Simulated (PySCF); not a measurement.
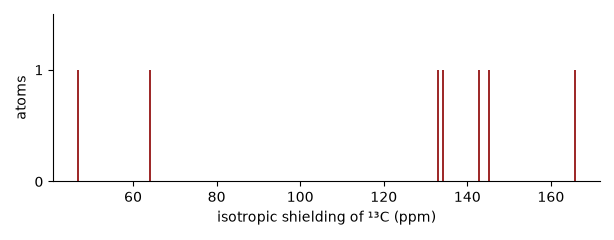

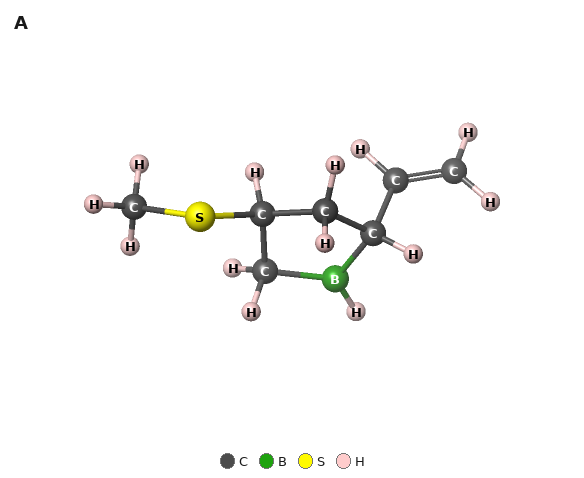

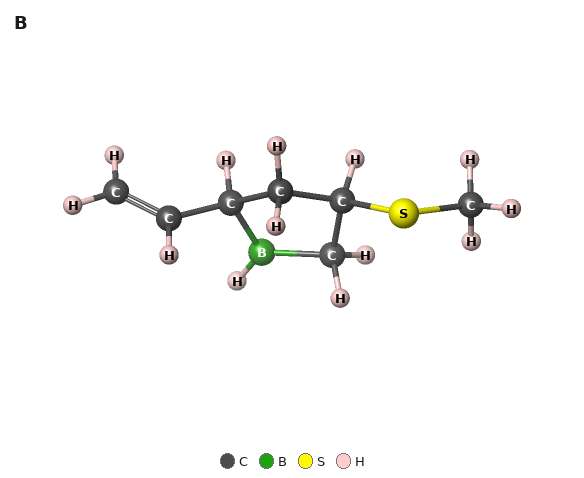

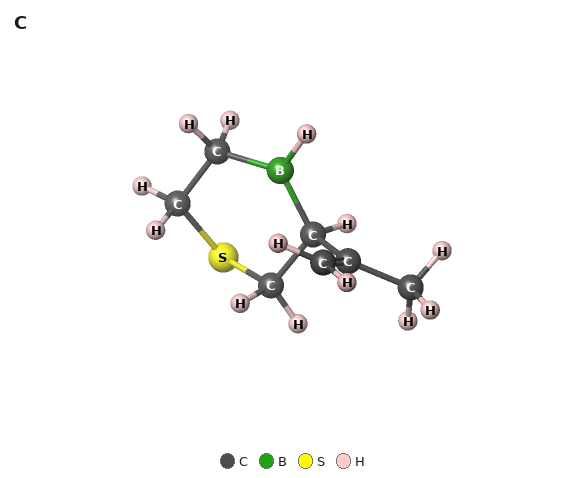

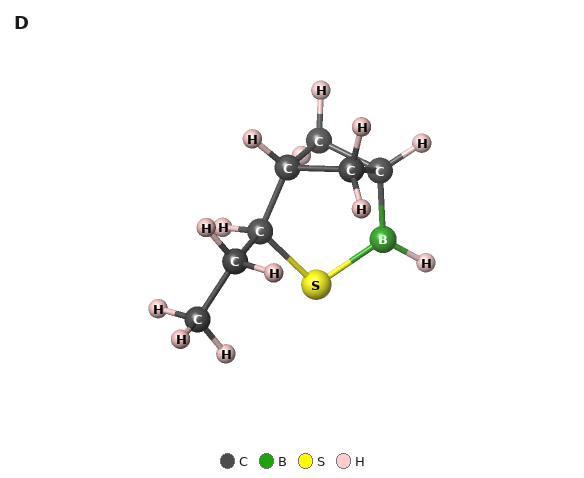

The sticks are computed shieldings of one of the molecules, for one fixed geometry (GFN2-xTB) without averaging over rotations. Low shielding means a high chemical shift. Method: GIAO PBE0/pcSseg-1 NMR shielding, non-relativistic, gas phase (PySCF 2.14.0).

> Which molecule gives this pattern?

A, `C=C[C@@H]1BC[C@@H](SC)C1`. Its 7 C atoms give lines at 46.8, 64.0, 132.9, 134.1, 142.8, 145.2, 165.7 ppm.

The geometry is semi-empirical. Around B such bond lengths and angles can be off by a tenth of an ångström or more and by several degrees, and values that hang on the shape move with them.
